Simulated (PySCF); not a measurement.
# B₂Cl₂F₂H₂Si: NMR shifts at several levels of theory, part 2 of 2

PySCF 2.14.0. Atoms count from 0.

## 9. Nuclear shieldings: BHandHLYP/pcSseg-1

The job: settings as JSON, then the geometry in Å.

```
{"job": {"kind": "nmr", "xc": "BHandHLYP", "basis": "pcSseg-1", "pop": false}, "charge": 0, "multiplicity": 1}
F     -2.121922     1.013794    -0.839904
B     -1.450355    -0.039539    -0.417992
F     -1.771636    -1.200684    -0.955582
Si     0.066387     0.125223     0.928635
B      1.715513     0.399456    -0.208869
Cl     2.211244     2.008496    -0.677139
Cl     2.605757    -0.969284    -0.832339
H     -0.167300     1.299123     1.822729
H      0.176687    -1.131111     1.729720
```

Method: GIAO BHandHLYP/pcSseg-1 NMR shielding, non-relativistic, gas phase.

What it wrote:

```text
coarse grid: 10456 points
cycle   1  E = -1460.3732765485  dE =  7.438e-01  |g| = 6.908e-01  |ddm| = 2.701e+00
cycle   2  E = -1460.3667124323  dE =  6.564e-03  |g| = 7.947e-01  |ddm| = 9.069e-01
cycle   3  E = -1460.4738286037  dE = -1.071e-01  |g| = 2.919e-02  |ddm| = 4.742e-01
cycle   4  E = -1460.4741449647  dE = -3.164e-04  |g| = 1.145e-02  |ddm| = 5.584e-02
cycle   5  E = -1460.4741807652  dE = -3.580e-05  |g| = 2.478e-03  |ddm| = 1.615e-02
cycle   6  E = -1460.4741820917  dE = -1.327e-06  |g| = 5.633e-04  |ddm| = 3.226e-03
final grid: 91792 points
cycle   7  E = -1460.4981800239  dE = -1.893e-05  |g| = 1.549e-03  |ddm| = 9.385e-03
cycle   8  E = -1460.4981803445  dE = -3.206e-07  |g| = 9.336e-04  |ddm| = 1.890e-03
cycle   9  E = -1460.4981804862  dE = -1.417e-07  |g| = 2.614e-04  |ddm| = 8.263e-04
cycle  10  E = -1460.4981804953  dE = -9.062e-09  |g| = 1.030e-04  |ddm| = 1.893e-04
cycle  11  E = -1460.4981804970  dE = -1.716e-09  |g| = 6.693e-06  |ddm| = 7.908e-05
cycle  12  E = -1460.4981804970  dE = -1.614e-11  |g| = 3.189e-06  |ddm| = 1.017e-05
converged SCF energy = -1460.4981804970

GIAO shielding tensors (ppm)
atom      isotropic    diamagn.    paramagn.     s11        s22        s33       span
  0 F      208.189     468.895    -260.706    -11.653    288.442    347.777    359.430
  1 B       71.973     195.498    -123.525     43.278     84.693     87.949     44.671
  2 F      208.149     469.372    -261.223    -11.831    288.421    347.857    359.688
  3 Si     455.122     878.454    -423.332    421.509    462.977    480.881     59.371
  4 B       22.967     194.566    -171.599    -47.229     23.410     92.719    139.948
  5 Cl     582.576    1147.821    -565.245    180.824    675.527    891.377    710.554
  6 Cl     584.441    1148.060    -563.619    183.450    676.446    893.427    709.977
  7 H       27.984      28.099      -0.115     24.811     26.180     32.961      8.150
  8 H       27.972      28.141      -0.168     24.814     26.180     32.923      8.109
```

Run time: 13 s. Hardware: 1 thread of Arm Neoverse V1, shared host; peak memory 0.86 GiB.

Key values: δ F0 -3.9, B4 81.6, B1 32.6, Si3 -96.7, H7 3.46 ppm (means over like atoms).

## 10. NMR shieldings: OPBE/pcSseg-1

The job, as its differences from that of step 9:

```diff
@@ -1,2 +1,2 @@
-{"job": {"kind": "nmr", "xc": "BHandHLYP", "basis": "pcSseg-1", "pop": false}, "charge": 0, "multiplicity": 1}
+{"job": {"kind": "nmr", "xc": "OPBE", "basis": "pcSseg-1", "pop": false}, "charge": 0, "multiplicity": 1}
 F     -2.121922     1.013794    -0.839904
```

Level: GIAO OPBE/pcSseg-1 NMR shielding, non-relativistic, gas phase.

What it wrote:

```text
coarse grid: 10456 points
cycle   1  E = -1460.2593855322  dE =  5.981e-01  |g| = 6.617e-01  |ddm| = 2.915e+00
cycle   2  E = -1460.0747205092  dE =  1.847e-01  |g| = 1.261e+00  |ddm| = 1.192e+00
cycle   3  E = -1460.3298737244  dE = -2.552e-01  |g| = 7.911e-02  |ddm| = 8.097e-01
cycle   4  E = -1460.3314068238  dE = -1.533e-03  |g| = 3.035e-02  |ddm| = 1.213e-01
cycle   5  E = -1460.3316013407  dE = -1.945e-04  |g| = 1.758e-02  |ddm| = 4.476e-02
cycle   6  E = -1460.3316802596  dE = -7.892e-05  |g| = 2.709e-03  |ddm| = 1.692e-02
cycle   7  E = -1460.3316819910  dE = -1.731e-06  |g| = 7.622e-04  |ddm| = 3.990e-03
final grid: 91792 points
cycle   8  E = -1460.3732460581  dE = -2.535e-04  |g| = 3.356e-02  |ddm| = 7.060e-02
cycle   9  E = -1460.3730639374  dE =  1.821e-04  |g| = 4.640e-02  |ddm| = 5.925e-02
cycle  10  E = -1460.3733876024  dE = -3.237e-04  |g| = 7.979e-03  |ddm| = 3.448e-02
cycle  11  E = -1460.3733974506  dE = -9.848e-06  |g| = 1.170e-03  |ddm| = 5.995e-03
cycle  12  E = -1460.3733978851  dE = -4.344e-07  |g| = 2.461e-04  |ddm| = 1.961e-03
cycle  13  E = -1460.3733978990  dE = -1.395e-08  |g| = 9.545e-05  |ddm| = 2.978e-04
cycle  14  E = -1460.3733979014  dE = -2.369e-09  |g| = 2.446e-05  |ddm| = 1.069e-04
cycle  15  E = -1460.3733979016  dE = -1.667e-10  |g| = 5.620e-06  |ddm| = 3.210e-05
converged SCF energy = -1460.3733979016

GIAO shielding tensors (ppm)
atom      isotropic    diamagn.    paramagn.     s11        s22        s33       span
  0 F      174.497     467.058    -292.561    -46.582    248.087    321.986    368.568
  1 B       72.934     196.902    -123.969     53.680     81.503     83.618     29.938
  2 F      174.394     467.549    -293.154    -46.898    247.916    322.165    369.063
  3 Si     460.767     881.067    -420.301    433.084    473.367    475.849     42.764
  4 B       31.786     195.943    -164.157    -27.200     30.637     91.920    119.120
  5 Cl     522.081    1147.917    -625.836    132.268    567.568    866.406    734.139
  6 Cl     523.998    1148.151    -624.153    134.998    568.465    868.530    733.532
  7 H       27.571      28.089      -0.518     24.452     25.800     32.461      8.009
  8 H       27.553      28.104      -0.551     24.450     25.793     32.416      7.966
```

Run time: 18 s. Hardware: 1 thread of Arm Neoverse V1, shared host; peak memory 0.8 GiB.

In short: δ F0 -18.5, B4 68.5, B1 27.4, Si3 -100.5, H7 3.67 ppm (means over like atoms).

## 11. Shielding tensors: PBE0/6-31G

The job, as its differences from that of step 10:

```diff
@@ -1,2 +1,2 @@
-{"job": {"kind": "nmr", "xc": "OPBE", "basis": "pcSseg-1", "pop": false}, "charge": 0, "multiplicity": 1}
+{"job": {"kind": "nmr", "xc": "PBE0", "basis": "6-31G", "pop": true}, "charge": 0, "multiplicity": 1}
 F     -2.121922     1.013794    -0.839904
```

Level: GIAO PBE0/6-31G NMR shielding, non-relativistic, gas phase.

What it wrote:

```text
coarse grid: 10456 points
cycle   1  E = -1459.7321423635  dE =  8.333e-01  |g| = 6.968e-01  |ddm| = 3.027e+00
cycle   2  E = -1459.6069786842  dE =  1.252e-01  |g| = 1.098e+00  |ddm| = 1.505e+00
cycle   3  E = -1459.8383518110  dE = -2.314e-01  |g| = 1.534e-02  |ddm| = 8.598e-01
cycle   4  E = -1459.8384189800  dE = -6.717e-05  |g| = 9.568e-03  |ddm| = 4.712e-02
cycle   5  E = -1459.8384484016  dE = -2.942e-05  |g| = 1.232e-03  |ddm| = 1.661e-02
cycle   6  E = -1459.8384487041  dE = -3.025e-07  |g| = 8.205e-04  |ddm| = 2.952e-03
final grid: 91792 points
cycle   7  E = -1459.8001536635  dE = -1.187e-05  |g| = 2.256e-03  |ddm| = 1.452e-02
cycle   8  E = -1459.8001542515  dE = -5.880e-07  |g| = 2.016e-03  |ddm| = 6.231e-03
cycle   9  E = -1459.8001554413  dE = -1.190e-06  |g| = 5.352e-04  |ddm| = 2.811e-03
cycle  10  E = -1459.8001554966  dE = -5.530e-08  |g| = 6.911e-05  |ddm| = 5.226e-04
cycle  11  E = -1459.8001554974  dE = -8.076e-10  |g| = 3.648e-05  |ddm| = 9.688e-05
cycle  12  E = -1459.8001554977  dE = -2.735e-10  |g| = 5.944e-06  |ddm| = 3.597e-05
converged SCF energy = -1459.8001554977

GIAO shielding tensors (ppm)
atom      isotropic    diamagn.    paramagn.     s11        s22        s33       span
  0 F      179.654     472.034    -292.379    -55.442    249.752    344.653    400.095
  1 B       81.203     197.645    -116.442     54.092     92.998     96.520     42.427
  2 F      179.438     472.418    -292.979    -55.925    249.506    344.733    400.658
  3 Si     522.638     883.328    -360.690    488.252    538.883    540.780     52.527
  4 B       34.496     201.477    -166.981    -31.737     34.772    100.452    132.189
  5 Cl     551.358    1145.793    -594.435    145.752    609.427    898.896    753.143
  6 Cl     552.920    1146.050    -593.130    147.743    610.162    900.854    753.112
  7 H       29.184      28.790       0.395     25.857     27.392     34.304      8.446
  8 H       29.171      28.826       0.345     25.848     27.386     34.280      8.432
```

It took 7.8 s on 1 thread of Arm Neoverse V1, shared host; peak memory 0.46 GiB.

This run: δ F0 -2.2, B4 78.7, B1 32.0, Si3 -77.9, H7 3.43 ppm (means over like atoms).

## 12. Nuclear shieldings: PBE0/STO-3G

The job, as its differences from that of step 11:

```diff
@@ -1,2 +1,2 @@
-{"job": {"kind": "nmr", "xc": "PBE0", "basis": "6-31G", "pop": true}, "charge": 0, "multiplicity": 1}
+{"job": {"kind": "nmr", "xc": "PBE0", "basis": "STO-3G", "pop": true}, "charge": 0, "multiplicity": 1}
 F     -2.121922     1.013794    -0.839904
```

Method: GIAO PBE0/STO-3G NMR shielding, non-relativistic, gas phase.

What it wrote:

```text
coarse grid: 10456 points
cycle   1  E = -1443.1281620614  dE = -4.076e-02  |g| = 5.869e-01  |ddm| = 3.762e+00
cycle   2  E = -1443.0383062569  dE =  8.986e-02  |g| = 8.481e-01  |ddm| = 1.981e+00
cycle   3  E = -1443.2694096651  dE = -2.311e-01  |g| = 2.367e-02  |ddm| = 1.102e+00
cycle   4  E = -1443.2694836491  dE = -7.398e-05  |g| = 1.967e-02  |ddm| = 6.579e-02
cycle   5  E = -1443.2696303034  dE = -1.467e-04  |g| = 1.228e-03  |ddm| = 3.175e-02
cycle   6  E = -1443.2696310413  dE = -7.379e-07  |g| = 1.353e-04  |ddm| = 3.065e-03
final grid: 91792 points
cycle   7  E = -1443.1960192838  dE = -3.289e-06  |g| = 3.235e-03  |ddm| = 1.234e-02
cycle   8  E = -1443.1960188141  dE =  4.697e-07  |g| = 3.484e-03  |ddm| = 1.018e-02
cycle   9  E = -1443.1960231620  dE = -4.348e-06  |g| = 2.664e-04  |ddm| = 5.338e-03
cycle  10  E = -1443.1960231916  dE = -2.953e-08  |g| = 2.808e-05  |ddm| = 5.129e-04
cycle  11  E = -1443.1960231918  dE = -2.324e-10  |g| = 1.595e-05  |ddm| = 6.078e-05
converged SCF energy = -1443.1960231918

GIAO shielding tensors (ppm)
atom      isotropic    diamagn.    paramagn.     s11        s22        s33       span
  0 F      244.081     453.025    -208.944     14.854    178.400    538.988    524.134
  1 B       99.377     205.962    -106.585     83.958     99.230    114.944     30.985
  2 F      243.685     453.416    -209.731     13.913    178.024    539.117    525.204
  3 Si     612.706     871.660    -258.953    596.202    610.160    631.757     35.555
  4 B       41.665     201.382    -159.717    -44.074     54.988    114.080    158.154
  5 Cl     880.226    1128.073    -247.847    645.054    812.148   1183.476    538.422
  6 Cl     880.884    1128.375    -247.491    646.353    812.327   1183.971    537.618
  7 H       30.476      30.830      -0.354     26.702     28.394     36.333      9.631
  8 H       30.480      31.100      -0.619     26.709     28.385     36.346      9.637
```

Wall time 3.9 s (1 thread of Arm Neoverse V1, shared host); peak memory 0.4 GiB.

This run: δ F0 60.5, B4 87.1, B1 29.4, Si3 -95.1, H7 2.13 ppm (means over like atoms).

## 13. Side by side: NMR shifts

Shifts (ppm), means over like atoms, with basis size and wall time:

| run | H7 | F0 | B4 | B1 | Si3 | Cl5 | functions | time |
| --- | --- | --- | --- | --- | --- | --- | --- | --- |
| BLYP/pcSseg-1 | 3.50 | -19.5 | 78.5 | 30.0 | -107.4 | 430 | 150 | 19 s |
| mPW1PW91/pcSseg-1 | 3.60 | -9.0 | 78.1 | 31.1 | -100.0 | 400 | 150 | 16 s |
| LC-wPBE/pcSseg-1 | 3.57 | 13.0 | 81.6 | 31.3 | -98.4 | 376 | 150 | 28 s |
| KT3/pcSseg-1 | 3.46 | -29.6 | 68.4 | 26.6 | -101.2 | 393 | 150 | 18 s |
| KT2/pcSseg-1 | 3.63 | -30.2 | 69.4 | 27.0 | -105.8 | 422 | 150 | 17 s |
| PBE0/pcSseg-1 | 3.62 | -7.7 | 78.1 | 31.1 | -101.8 | 406 | 150 | 13 s |
| BHandHLYP/pcSseg-1 | 3.46 | -3.9 | 81.6 | 32.6 | -96.7 | 358 | 150 | 13 s |
| OPBE/pcSseg-1 | 3.67 | -18.5 | 68.5 | 27.4 | -100.5 | 416 | 150 | 18 s |
| PBE0/6-31G | 3.43 | -2.2 | 78.7 | 32.0 | -77.9 | 379 | 79 | 7.8 s |
| PBE0/STO-3G | 2.13 | 60.5 | 87.1 | 29.4 | -95.1 | 145 | 49 | 3.9 s |

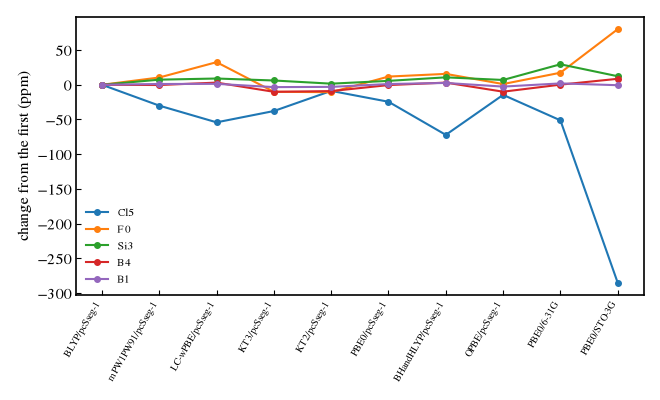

How five of the tabulated atoms move from run to run.

## 14. Summary of results

This closing draws on all 2 parts.

```
                                                                 quantity                                             value
                                                              point group                                                Cs
                                     rotational constants (main isotopes)                              1.77, 0.80, 0.66 GHz
   1H shifts against TMS (BLYP/pcSseg-1, means over atoms taken as alike)                                          3.50 ppm
19F shifts against CFCl3 (BLYP/pcSseg-1, means over atoms taken as alike)                                         -19.5 ppm
                              11B shifts against BF3·OEt2 (BLYP/pcSseg-1)                                    78.5, 30.0 ppm
                                  29Si shifts against TMS (BLYP/pcSseg-1)                                        -107.4 ppm
 35Cl shifts against HCl (BLYP/pcSseg-1, means over atoms taken as alike)                                           430 ppm
    range of the shift of Cl5 (with its like atoms) (minimal bases aside)                                    358 to 430 ppm
                                            property runs in this session  10, of which 0 failed and 1 gave unsound results
```

Single values in the summary come from the first sound run of each kind (BLYP/pcSseg-1), which need not be the best level. The start of the PBE0/def2-SVP relaxation was shaken at random by about 0.01 Å, so part of the energy gained, and of the first lengths quoted, undoes that. Over 5 steps the energy fell by 0.130 eV; of the close pairs, Si3–B4 changed most, 1.977 to 2.022 Å. No frequency check was run at this level, so the end point may be a saddle. At BLYP/pcSseg-1: The widest tensor belongs to Cl5, Cl6: span 748 ppm, with a paramagnetic part of -658 ppm. Leaving out the minimal-basis runs, which are unusable for shieldings: In ppm, Cl5 (with its like atoms) moves most: its shift spreads over 72 ppm, from 358 (BHandHLYP/pcSseg-1) to 430 (BLYP/pcSseg-1).
